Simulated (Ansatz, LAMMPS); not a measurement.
## Liquid (Cs,Rb)Br at 940 K (90 atoms): a single point

Aim: energy, forces, charges and density of states of liquid (Cs,Rb)Br at 940 K (90 atoms) at a fixed geometry.

Program: Ansatz 0.2.0. Level of theory: Kohn-Sham DFT, PBE, PAW (set soft_2), plane waves. Results are calculated unless marked as measured.

### Step 1. The starting structure

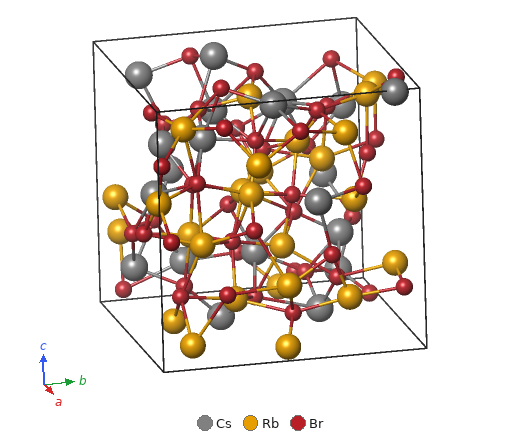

Start, viewed slightly off an axis; caesium grey, rubidium orange, bromine red. Some periodic images of atoms are drawn too.

The cell holds 90 atoms: 19 Cs, 26 Rb and 45 Br. Cell: a = 16.532 Å, b = 16.532 Å, c = 16.532 Å, α = 90.0°, β = 90.0°, γ = 90.0°. 90 atoms (19 Cs, 26 Rb, 45 Br) placed at random at 3.07 g/cm³, melted at 1800 K for 10 ps at fixed volume with the Lennard-Jones and Coulomb ion parameters for SPC/E (Joung and Cheatham, J. Phys. Chem. B 112, 9020 (2008)), full charges. Snapshot at the end of a hold of 20 ps at 940 K and fixed volume.

Before any run, some limits are plain. The network of bonds at the start is that of the classical potential that made the cell, and needn't be the one that DFT or experiment would give. The ion parameters were fitted for water, not for melts, so the starting structure of this cell may lie well off the real melt's. Only the Γ point is sampled, in a cell whose shortest periodic width is 17 Å. Spin–orbit coupling is left out, which matters for the levels of the heavy elements.

### Step 2. The classical run that made the cell

A classical potential supplies the starting structure, since it reaches far longer times than DFT.

This step: classical MD, Lennard-Jones and Coulomb ion parameters for SPC/E (Joung and Cheatham, J. Phys. Chem. B 112, 9020 (2008)), full charges (LAMMPS 22 Jul 2025 - Update 4).

Input file in.lmp:

```
# melt-quench of Cs19Rb26Br45
units metal
atom_style charge
boundary p p p
region box block 0 16.5323 0 16.5323 0 16.5323
create_box 3 box
mass 1 132.9055   # Cs
mass 2 85.4678   # Rb
mass 3 79.9040   # Br
create_atoms 1 random 19 572181 NULL overlap 2.2 maxtry 2000
create_atoms 2 random 26 572188 NULL overlap 2.2 maxtry 2000
create_atoms 3 random 45 572195 NULL overlap 2.2 maxtry 2000
pair_style lj/cut/coul/long 9.0
pair_modify mix arithmetic tail yes
pair_coeff 1 1 0.003897 3.6010   # Cs
pair_coeff 2 2 0.019302 3.0950   # Rb
pair_coeff 3 3 0.001169 4.9017   # Br
set type 1 charge 1
set type 2 charge 1
set type 3 charge -1
kspace_style pppm 1.0e-4
neigh_modify delay 0 every 1 check yes
thermo_style custom step time temp pe press density
thermo_modify norm yes
timestep 0.002
thermo 100
min_style cg
minimize 1e-4 1e-4 200 2000
reset_timestep 0
velocity all create 1800 572182 mom yes dist gaussian
fix lim all nve/limit 0.05
fix lan all langevin 1800 1800 0.2 572183 zero yes
thermo 500
run 1000 post no
# [... 10 lines left out ...]
compute msd all msd com yes
thermo 2500
fix md all nvt temp 940 940 0.2
run 10000 post no
print "== T940: mean square displacement over the hold $(c_msd[4]:%.2f) A^2"
unfix md
uncompute msd
write_dump all custom T940.dump id type xs ys zs modify sort id
```

On the command line:

```console
$ lmp -in in.lmp -log none -nocite
```

Numbers of over 12 decimals in the logs are rounded to 6 here.

The log of the run:

```text
LAMMPS (22 Jul 2025 - Update 4)
Created orthogonal box = (0 0 0) to (16.5323 16.5323 16.5323)
Created 19 atoms
Created 26 atoms
Created 45 atoms
PPPM initialization ...
  G vector (1/distance) = 0.31453251
  grid = 12 12 12
  estimated relative force accuracy = 4.4025612e-05
   Step          Time           Temp          PotEng         Press         Density
         0   0              0              4.5959812      706687.91      3.0660126
       100   0.2            0             -3.2870178      582.79947      3.0660126
       114   0.228          0             -3.29717        288.34269      3.0660126
Loop time of 0.0439041 s on 1 MPI rank(s) for 114 steps with 90 atoms
Minimization stats:
  Stopping criterion = energy tolerance
  Energy initial, next-to-last, final =
      4.59598121448976  -3.29690094884483  -3.29716995366817
  Force two-norm initial, final = 885.48773 0.34013998
  Iterations, force evaluations = 114 134
[... 8 lines left out ...]
      2499   4.998          1876.3126     -3.0471112      12351.079      3.0660126
      3332   6.664          1786.3656     -3.0826226      11763.853      3.0660126
      4165   8.33           1671.9068     -3.0577085      11263.801      3.0660126
      4998   9.996          1619.2841     -3.0852541      10375.498      3.0660126
[... 2 lines left out ...]
Loop time of 1.40718 s on 1 MPI rank(s) for 5000 steps with 90 atoms
   Step          Time           Temp          PotEng         Press         Density
[... 5 lines left out ...]
Loop time of 0.572883 s on 1 MPI rank(s) for 2500 steps with 90 atoms
   Step          Time           Temp          PotEng         Press         Density
[... 2 lines left out ...]
     12500   25             1016.6304     -3.2009173     -3621.9812      3.0660126
     15000   30             778.07614     -3.2002213      3117.2388      3.0660126
     17500   35             767.1552      -3.2013692      1786.78        3.0660126
     18500   37             909.84959     -3.2093264     -1806.2745      3.0660126
Loop time of 2.60947 s on 1 MPI rank(s) for 10000 steps with 90 atoms
== T940: mean square displacement over the hold 18.03 A^2
```

The job ended after 5.2 s (1 thread of Intel Xeon 6975P-C (Granite Rapids), shared host; peak memory 0.068 GiB).

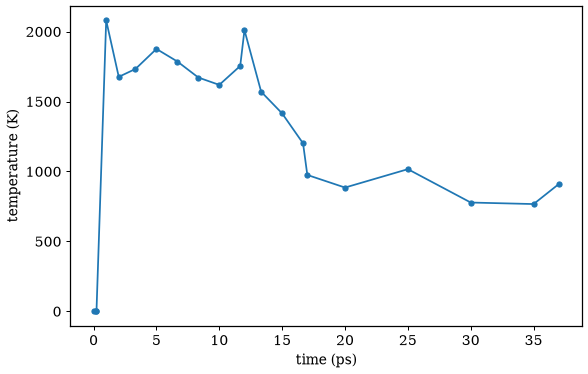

Temperature against time.

### Step 3. Plane-wave single point

The electrons are solved once, with the atoms held.

Input file input.yaml:

```yaml
crystal:
  lattice:
    - [16.5323, 0.0, 0.0]
    - [0.0, 16.5323, 0.0]
    - [0.0, 0.0, 16.5323]
  atoms:
    - { symbol: Cs, position: [0.29365, 0.06364, 0.20663] }
    - { symbol: Cs, position: [0.33948, 0.37694, 0.00228] }
    - { symbol: Cs, position: [0.19539, 0.85954, 0.09984] }
    - { symbol: Cs, position: [0.10467, 0.14507, 0.88611] }
    - { symbol: Cs, position: [0.55016, 0.08778, 0.55421] }
    - { symbol: Cs, position: [0.33326, 0.51358, 0.23638] }
    - { symbol: Cs, position: [0.56989, 0.27146, 0.75656] }
    - { symbol: Cs, position: [0.08833, 0.91671, 0.69581] }
    - { symbol: Cs, position: [0.00449, 0.85707, 0.41584] }
    - { symbol: Cs, position: [0.72379, 0.50773, 0.90629] }
    - { symbol: Cs, position: [0.50011, 0.71438, 0.04544] }
    - { symbol: Cs, position: [0.21229, 0.6645, 0.76494] }
    - { symbol: Cs, position: [0.94254, 0.61772, 0.58354] }
    - { symbol: Cs, position: [0.9697, 0.91261, 0.98552] }
    - { symbol: Cs, position: [0.21518, 0.39876, 0.75635] }
    - { symbol: Cs, position: [0.32552, 0.17416, 0.67817] }
    - { symbol: Cs, position: [0.40327, 0.82046, 0.30139] }
    - { symbol: Cs, position: [0.06442, 0.26301, 0.50125] }
    - { symbol: Cs, position: [0.11211, 0.29335, 0.16126] }
    - { symbol: Rb, position: [0.75993, 0.1555, 0.85385] }
    - { symbol: Rb, position: [0.03028, 0.07581, 0.27189] }
    - { symbol: Rb, position: [0.94093, 0.49894, 0.27124] }
    - { symbol: Rb, position: [0.51545, 0.6429, 0.70058] }
    - { symbol: Rb, position: [0.98812, 0.38587, 0.75554] }
    - { symbol: Rb, position: [0.68945, 0.81342, 0.50705] }
    - { symbol: Rb, position: [0.66018, 0.35901, 0.15677] }
    - { symbol: Rb, position: [0.3807, 0.7666, 0.58344] }
    - { symbol: Rb, position: [0.8304, 0.03805, 0.59762] }
    - { symbol: Rb, position: [0.68424, 0.42316, 0.55853] }
    - { symbol: Rb, position: [0.42453, 0.24931, 0.35002] }
    - { symbol: Rb, position: [0.96776, 0.48215, 0.04494] }
    - { symbol: Rb, position: [0.87317, 0.74324, 0.18718] }
    - { symbol: Rb, position: [0.55645, 0.14693, 0.06287] }
    - { symbol: Rb, position: [0.44876, 0.44821, 0.50653] }
    - { symbol: Rb, position: [0.46921, 0.4778, 0.87221] }
    - { symbol: Rb, position: [0.56571, 0.56309, 0.31759] }
    - { symbol: Rb, position: [0.24419, 0.01115, 0.46763] }
    - { symbol: Rb, position: [0.82427, 0.75415, 0.80455] }
    - { symbol: Rb, position: [0.72635, 0.95276, 0.25871] }
    - { symbol: Rb, position: [0.1902, 0.63568, 0.05268] }
    - { symbol: Rb, position: [0.36032, 0.97943, 0.84571] }
    - { symbol: Rb, position: [0.73817, 0.22076, 0.39763] }
    - { symbol: Rb, position: [0.1927, 0.57587, 0.49936] }
    - { symbol: Rb, position: [0.58895, 0.89449, 0.87616] }
    - { symbol: Rb, position: [0.87329, 0.14253, 0.05558] }
    - { symbol: Br, position: [0.54799, 0.08613, 0.86694] }
    - { symbol: Br, position: [0.48598, 0.4721, 0.10815] }
    - { symbol: Br, position: [0.64956, 0.69005, 0.8488] }
    - { symbol: Br, position: [0.1505, 0.33103, 0.95516] }
    - { symbol: Br, position: [0.3957, 0.78737, 0.78682] }
    - { symbol: Br, position: [0.87763, 0.38696, 0.47493] }
    - { symbol: Br, position: [0.19946, 0.91856, 0.29824] }
    - { symbol: Br, position: [0.43562, 0.02807, 0.37811] }
    - { symbol: Br, position: [0.27106, 0.43163, 0.40859] }
    - { symbol: Br, position: [0.60608, 0.88682, 0.6547] }
    - { symbol: Br, position: [0.91484, 0.67099, 0.36729] }
    - { symbol: Br, position: [0.38611, 0.30202, 0.81771] }
    - { symbol: Br, position: [0.15977, 0.86427, 0.89713] }
    - { symbol: Br, position: [0.6136, 0.75807, 0.19299] }
    - { symbol: Br, position: [0.35868, 0.93841, 0.04425] }
    - { symbol: Br, position: [0.60347, 0.46448, 0.7405] }
    - { symbol: Br, position: [0.70977, 0.00626, 0.45318] }
    - { symbol: Br, position: [0.18621, 0.16798, 0.35073] }
    - { symbol: Br, position: [0.45604, 0.25658, 0.55021] }
    - { symbol: Br, position: [0.35178, 0.97967, 0.63038] }
    - { symbol: Br, position: [0.1023, 0.51029, 0.64833] }
    - { symbol: Br, position: [0.9233, 0.27367, 0.89209] }
    - { symbol: Br, position: [0.94909, 0.26224, 0.2589] }
    - { symbol: Br, position: [0.6237, 0.33509, 0.95898] }
    - { symbol: Br, position: [0.68911, 0.14429, 0.19248] }
    - { symbol: Br, position: [0.99144, 0.04478, 0.49248] }
    - { symbol: Br, position: [0.36545, 0.23513, 0.13792] }
    - { symbol: Br, position: [0.58197, 0.60331, 0.5143] }
    - { symbol: Br, position: [0.15688, 0.76384, 0.57168] }
    - { symbol: Br, position: [0.11517, 0.49844, 0.17642] }
    - { symbol: Br, position: [0.02443, 0.73457, 0.05725] }
    - { symbol: Br, position: [0.75637, 0.96909, 0.97943] }
    - { symbol: Br, position: [0.38179, 0.65407, 0.39033] }
    - { symbol: Br, position: [0.29367, 0.54257, 0.9145] }
    - { symbol: Br, position: [0.92522, 0.56177, 0.85437] }
    - { symbol: Br, position: [0.90883, 0.94237, 0.21677] }
    - { symbol: Br, position: [0.59875, 0.36651, 0.36077] }
    - { symbol: Br, position: [0.07157, 0.07242, 0.06066] }
    - { symbol: Br, position: [0.34802, 0.55004, 0.63066] }
    - { symbol: Br, position: [0.88504, 0.80329, 0.60991] }
    - { symbol: Br, position: [0.79007, 0.54585, 0.12235] }
    - { symbol: Br, position: [0.13532, 0.22683, 0.69934] }
    - { symbol: Br, position: [0.72116, 0.21125, 0.63058] }
    - { symbol: Br, position: [0.34871, 0.69881, 0.14652] }
    - { symbol: Br, position: [0.93437, 0.02988, 0.77082] }
kpoints:
  mp_grid: { grid: [1, 1, 1] }
hamiltonian:
  xc: pbe
scf:
  occupations: { method: fixed }
output:
  forces: true
  stress: true
  populations: true
  dos:
    method: { smearing: { sigma: 0.15 } }
    de: 0.1
    projected: { site_lists: { Br: [Br], Cs: [Cs], Rb: [Rb] } }
  eigenvalues: true
  write_density: true
  write_potential: true
  volumetric_format: npy
```

On the command line:

```console
$ ansatz run input.yaml --threads 8 --pin off --max-ram 15872MiB --backend cpu --events-out ev --progress --plain --runs-dir out
```

The log of the run:

```text
Engine: ansatz 0.2.0, x86_64-unknown-linux-gnu
Pseudopotentials: kind: paw
Pseudopotential: Cs, paw, valence charge 9, recommended cutoff 420 eV (normal), Cs.paw.azcp
Pseudopotential: Rb, paw, valence charge 9, recommended cutoff 420 eV (normal), Rb.paw.azcp
Pseudopotential: Br, paw, valence charge 7, recommended cutoff 420 eV (normal), Br.paw.azcp
[... 5 lines on functional and potentials left out ...]
Crystal: 90 atoms, lattice volume = 4518.558 Å³
Basis set: ecut = 420 eV, 88423 PW (Γ), exchange–correlation on 240×240×240 points (8 copies of the dense FFT grid, shifted against one another)
Bands: 450, of which v1, the nominal top of the filled ones, is band 360 counted from 1 (359 counted from 0)
Symmetry: 1 space group operations
Space group: P1 (ITA 1), of the structure as read, at distance tolerance 1.7e-4 Å
k-points: 1
[... 7 lines on functional and potentials left out ...]
Initial density: superposition of atomic densities (neutral atoms: chi_scale 0, normalization atom), corrected by the library's trained network
Initial wavefunctions: pseudopotential atomic-orbital guess
Functional: x = pbe(κ = 0.804, μ = 0.219515), c = pbe(β = 0.066725)
SCF iter   1: F=—  HF=-318083.838777 eV  |F-HF|=—  |Δ(HF+E_count)|=         —  Δρ=6.04e-4  dr2=6.44e-2  ethr=1.77e-3  ⟨swp⟩=6.0  Hψ=1700  notcnv=0  defer=85
preconditioner: auto → Resta (q_TF=auto, 2.009 Å⁻¹)  ε∞=2.5  [insulator: Δε(μ)=3.297 eV  Ē_g=11.498 eV  n_scr=618 (ndim 8)  ℏωp=13.9 eV  f_vac=0.184  ε∞_Penn≈2.5]
SCF iter   2: F=—  HF=-318083.818719 eV  |F-HF|=—  |Δ(HF+E_count)|=   2.01e-2  Δρ=2.80e-4  dr2=1.26e-2  ethr=8.95e-6  ⟨swp⟩=4.0  Hψ=1011  notcnv=0  defer=88
SCF iter   3: F=—  HF=-318083.819467 eV  |F-HF|=—  |Δ(HF+E_count)|=   7.48e-4  Δρ=1.04e-4  dr2=1.40e-3  ethr=1.75e-6  ⟨swp⟩=3.0  Hψ=620  notcnv=0  defer=88
SCF iter   4: F=—  HF=-318083.819806 eV  |F-HF|=—  |Δ(HF+E_count)|=   3.39e-4  Δρ=3.07e-5  dr2=8.38e-5  ethr=1.94e-7  ⟨swp⟩=2.0  Hψ=703  notcnv=0  defer=88
SCF iter   5: F=—  HF=-318083.820110 eV  |F-HF|=—  |Δ(HF+E_count)|=   3.04e-4  Δρ=8.80e-6  dr2=6.78e-6  ethr=1.16e-8  ⟨swp⟩=2.0  Hψ=765  notcnv=0  defer=88
SCF iter   6: F=—  HF=-318083.820116 eV  |F-HF|=—  |Δ(HF+E_count)|=   5.96e-6  Δρ=2.11e-6  dr2=3.66e-7  ethr=9.41e-10  ⟨swp⟩=2.0  Hψ=679  notcnv=0  defer=88
SCF iter   7: F=-318083.820117 eV  HF=-318083.820117 eV  |F-HF|=1.68e-8  |Δ(HF+E_count)|=   2.91e-7  Δρ=5.41e-7  dr2=2.88e-8  ethr=1.39e-11  ⟨swp⟩=29.0  Hψ=5333  notcnv=0
SCF 1 converged in 7 iterations: F = -318083.820117 eV  dr2 = 2.88e-8
  greatest PAW one-centre occupation: 0.973 electrons in one spin orbital (limit 2), on the Rb atom at site 42 (counted from 0), in its partial waves of l = 0
WARN: The input density's exchange-correlation potential varies sharply where the density is thin. Do not read a vacuum level from v_tot or v_xc, or from such a field of the output density. On a cell that repeats whose density bears no net charge and no dipole along the vacuum's axis use v_es (v_loc + v_h of the components); [...]
SCF converged after 7 iterations
Free energy (F): -318083.820117 eV
Harris-Foulkes:  -318083.820117 eV  (|F-HF|=1.68e-8)
Internal energy: -318083.820117 eV  (E = F + TS)
E sigma→0 (E₀):  -318083.820117 eV
Fermi energy:    0.996099 eV
--- Per-component energies (eV) ---
  E_band       = -5033.158020
  E_kinetic    = 13766.677528
  E_local      = -36963.292768  (includes V_loc(G=0)·N_el)
  E_nonlocal   = 8233.873373
  E_hartree    = 11243.513024
  E_xc         = -18657.852608
  E_vxc        = -10683.025256  (∫ρ·V_xc dr)
  E_paw        = -265431.815555  (= ΣΔE_a)
  E_vpaw       = -1874.413056  (= ΣTr[D̂ρ^β])
  E_aug_tail   = -0.000055  (compensation charges beyond the density's cutoff)
  E_ewald      = -30274.923055
  E_smearing   = -0.000000  (= −TS)
  E_closure    = 0.000000  (closes the sum)
  Σ components = -318083.820117   (vs F -318083.820117, Δ=0.00e0)
--- Forces (eV/Å), atoms counted from 1 ---
  atom   1  Cs     0.28606175     0.06409132    -0.25068166
  atom   2  Cs    -0.03143451    -0.61388086     0.42936556
  atom   3  Cs    -0.47530173    -0.16465666     0.15791165
  atom   4  Cs    -0.08206947     0.00567865    -0.51399417
  atom   5  Cs     0.12168711    -0.86467311     0.17065988
  atom   6  Cs    -0.29388579    -0.00269523     0.00765076
  atom   7  Cs     0.10223301    -0.45259382     0.00643539
  atom   8  Cs    -0.03027933     0.07408856    -0.02676525
  atom   9  Cs     0.12256097    -0.20881124    -0.03630597
  atom  10  Cs     0.32314078    -0.00085636     0.22801358
  atom  11  Cs     0.53925830    -0.08712238    -1.08281015
  atom  12  Cs    -0.01197840     0.27385611     0.06195720
  atom  13  Cs    -0.09678626    -0.29543255    -0.27023749
  atom  14  Cs    -0.25829150     0.12288649    -0.25612540
[...]
atom  89  Br    -0.98354848    -0.00313814     0.43765633
  atom  90  Br    -0.12636762     0.03829589     0.37667715
  max |Σ_I F_I| component: 5.93e-6 eV/Å
--- Stress (GPa, compression-positive) ---
        0.876919       0.034566      -0.185325
        0.034566       0.803286      -0.110232
       -0.185325      -0.110232       0.772759
  P = ⅓ Tr σ = 0.8177 GPa (8.177 kbar)
--- Band table (eV) ---
  k-point 0: bands = ["-25.1662", "-25.0969", "-24.9666", "-24.9510", [... 434 levels ...], "7.2100", "7.2156", "7.2503", "7.2616", "7.2726", "7.2888", "7.3035", "7.3188", "7.3295", "7.3390", "7.3826", "7.3978"]
--- Löwdin populations: 90 sites ---
  site symbol       q [e]
     0     Cs      8.2256
     1     Cs      8.2204
     2     Cs      8.2194
[...]
89     Br      7.7093
  spilling = 0.004353 (of n_electrons = 720.000000)
```

It took 24 s on 8 threads of Intel Xeon 6975P-C (Granite Rapids), shared host; peak memory 5.7 GiB; 2.9 min of CPU time.

Reading the cycles: dr2 is the Hartree energy of the density residual (eV), the measure of convergence; HF is the Harris–Foulkes estimate of the energy, which meets the free energy F at convergence.

The program notes that the exchange-correlation potential is rough where the density is thin.

Read from the output:

```yaml
free_energy: -318083.8201 eV
free_energy_per_atom: -3534.2647 eV/atom
scf_cycles: 7
pressure: 0.8177 GPa
r_m_s_force_component: 0.2932 eV/Å
longest_force: 1.213 eV/Å
fermi_energy: 0.9961 eV
spacing_of_highest_filled_and_lowest_empty_level: 3.265 eV
spilling_of_the_projection: 0.004353
```

Length of the force by element:

| element | coordination | atoms | mean length of the force (eV/Å) | spread | least | most |
| --- | --- | --- | --- | --- | --- | --- |
| Br | all | 45 | 0.467 | 0.242 | 0.0679 | 1.08 |
| Cs | all | 19 | 0.516 | 0.288 | 0.0844 | 1.21 |
| Rb | all | 26 | 0.367 | 0.157 | 0.134 | 0.782 |

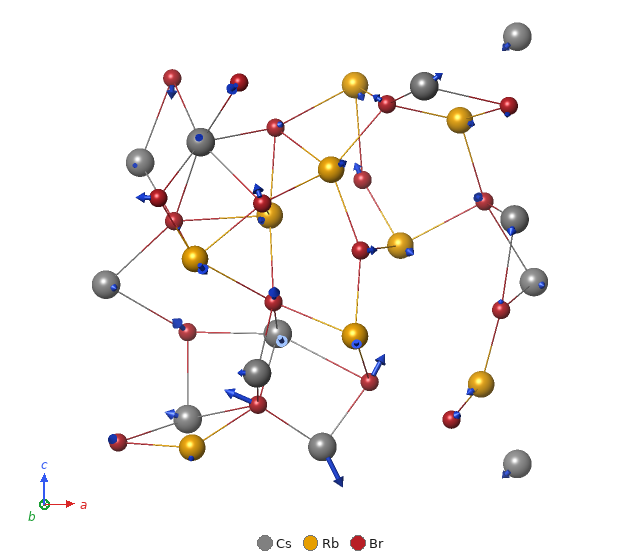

Forces as arrows; the longest in the cell is 1.21 eV/Å. Drawn is a slice 7 Å thick, seen along the normal of the ac plane. Bonds to atoms that aren't drawn are left out.

Löwdin charges by element (they lack the spilled electrons, 0.035 e an atom on average):

| element | coordination | atoms | mean charge (e) | spread | least | most |
| --- | --- | --- | --- | --- | --- | --- |
| Br | all | 45 | -0.699 | 0.0086 | -0.72 | -0.681 |
| Cs | all | 19 | 0.781 | 0.01 | 0.764 | 0.804 |
| Rb | all | 26 | 0.760 | 0.0141 | 0.727 | 0.792 |

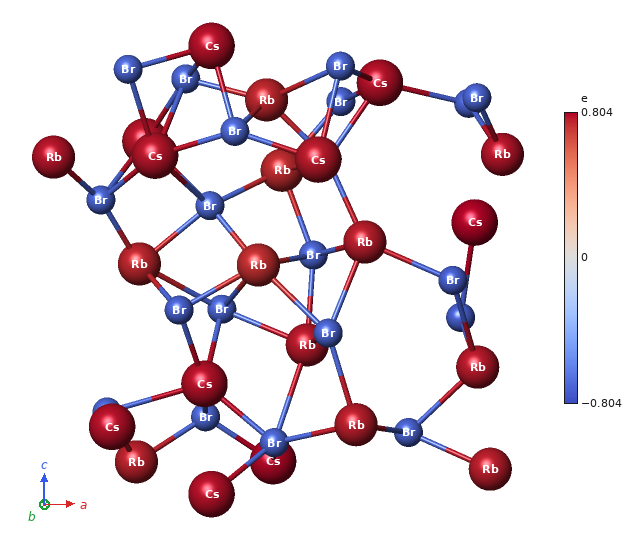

Atoms coloured by Löwdin charge. Drawn is a slice 8 Å thick, seen along the normal of the ac plane.

Density of states as counts of states in windows of 1 eV (from the Fermi level), total and the larger projections:

| from (eV) | to (eV) | total | Br p | Rb p | Cs p | Br s |
| --- | --- | --- | --- | --- | --- | --- |
| -18 | -14 | 0.0 | 0.0 | 0.0 | 0.0 | 0.0 |
| -14 | -13 | 14.5 | 0.0 | 0.2 | 0.1 | 13.3 |
| -13 | -12 | 74.9 | 0.0 | 0.9 | 0.4 | 69.9 |
| -12 | -11 | 0.6 | 0.0 | 0.0 | 0.0 | 0.6 |
| -11 | -10 | 41.5 | 0.2 | 41.0 | 0.0 | 0.2 |
| -10 | -9 | 112.9 | 0.8 | 110.9 | 0.1 | 1.0 |
| -9 | -8 | 1.5 | 0.0 | 1.5 | 0.0 | 0.0 |
| -8 | -7 | 40.4 | 0.9 | 0.0 | 39.1 | 0.2 |
| -7 | -6 | 73.6 | 1.7 | 0.1 | 70.9 | 0.5 |
| -6 | -2 | 0.0 | 0.0 | 0.0 | 0.0 | 0.0 |
| -2 | -1 | 98.1 | 91.3 | 0.5 | 0.8 | 0.1 |
| -1 | 0 | 170.6 | 164.0 | 0.6 | 1.9 | 0.1 |
| 0 | 1 | 1.3 | 1.3 | 0.0 | 0.0 | 0.0 |
| 1 | 3 | 0.0 | 0.0 | 0.0 | 0.0 | 0.0 |
| 3 | 4 | 4.3 | 0.2 | 0.0 | 0.0 | 0.4 |
| 4 | 5 | 33.6 | 2.0 | 0.1 | 0.2 | 1.6 |

With fixed occupations the program's Fermi level is the highest filled level; weight inside the gap is the broadening of levels at its edges.

Between -26 and -18 eV lie 82 more states.

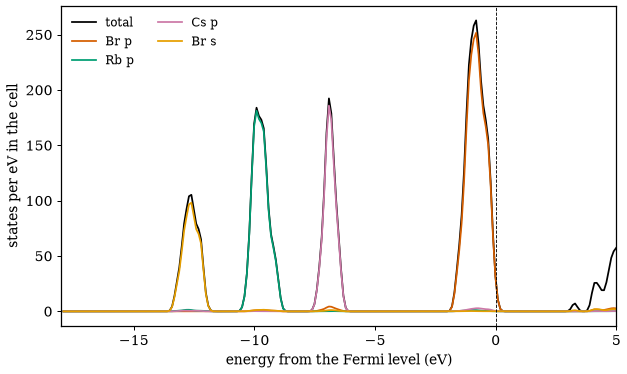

Total and projected density of states, with the broadening of the input.

The levels nearest the highest filled one (over half full), pooled over k-points and spins:

| level less the highest filled one (eV) | occupation |
| --- | --- |
| -0.207 | 2 |
| -0.177 | 2 |
| -0.122 | 2 |
| -0.110 | 2 |
| -0.101 | 2 |
| 0 | 2 |
| 3.26 | 0 |
| 4.05 | 0 |
| 4.06 | 0 |
| 4.12 | 0 |
| 4.21 | 0 |
| 4.31 | 0 |

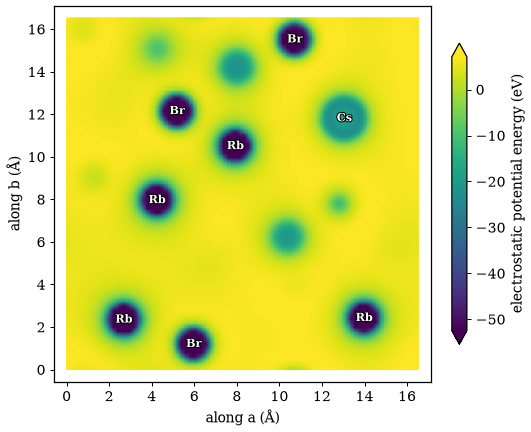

Electrostatic potential energy in the ab plane at fractional z = 0.053, with atoms of Cs and Rb and Br within 0.2 Å of it. With pseudopotentials it is smooth inside the atoms' cores, unlike the true potential. The map starts off the cell's origin, so that atoms lie inside it.

(Part 1 of 2 ends here.)

[Logs are printed without paths, hosts, clocks, repeated set-up lines and the standing remarks that a program may print on its own settings, such as how far it seeks lower states.]

[Hosts, paths, dates, database ids (printed as entryN), source tags and the programs' standing remarks are cut or masked in the printed files.]
